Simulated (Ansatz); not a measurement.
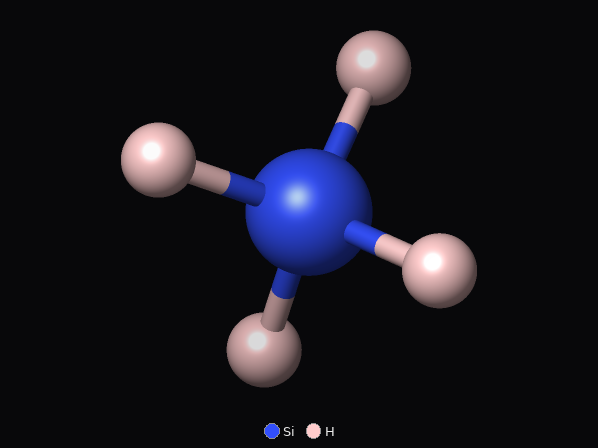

The picture shows a molecular structure as a ball-and-stick model. Every bond is drawn as one stick, whatever its order.

Computed geometry: PBE0-D4/def2-TZVP optimisation.

What is the molecular formula?

SiH4, 5 atoms: 1 silicon and 4 hydrogen.

What is the point group of this geometry?

Td.

How many atoms are distinct by symmetry?

2: 1 Si, 4 H.

Count the bonded pairs by element.

4 Si–H. Sticks follow a distance rule.

More results for the same structure follow; atom numbers are the same in all pictures, views and colours differ.

Shape

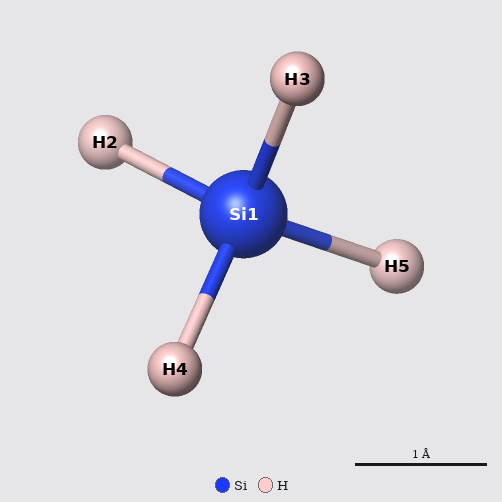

Numbered structure.

Estimate the angles H2–Si1–H3.

| angle | degrees |
| --- | --- |
| H2–Si1–H3 | 109.5 |

Vibrations

Harmonic vibrations computed with RKS PBE0-D4/def2-TZVP (Ansatz 0.2.0) at a stationary point of the same level.

How many vibrational modes are there, and where do they lie?

9 modes: 907, 907, 907, 969, 969, 2236, 2245, 2245, 2245 cm⁻¹.

Electronic properties

Properties computed with RKS PBE0-D4/def2-TZVPP (Ansatz 0.2.0).

Predict the main results.

- HOMO energy (Kohn–Sham orbital): −9.86 eV
- LUMO energy (Kohn–Sham orbital): 1.06 eV
- HOMO–LUMO gap: 10.92 eV

Charges

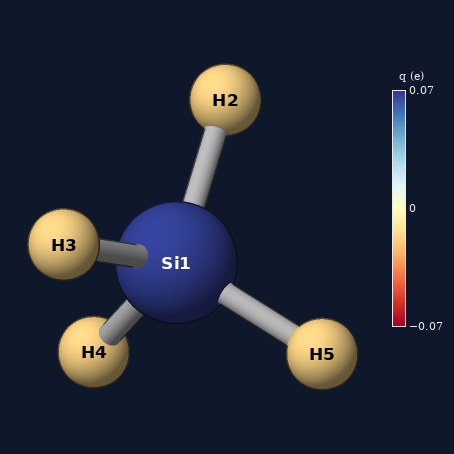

Atoms are coloured by their Mulliken charges. Method: RKS PBE0-D4/def2-TZVP (Ansatz 0.2.0).

Give the Mulliken charges atom by atom.

| atom | value (e) |
| --- | --- |
| Si1 | 0.07 |
| H2 | −0.02 |
| H3 | −0.02 |
| H4 | −0.02 |
| H5 | −0.02 |

Mulliken values depend strongly on the basis set and can even reverse the polarity of a bond.
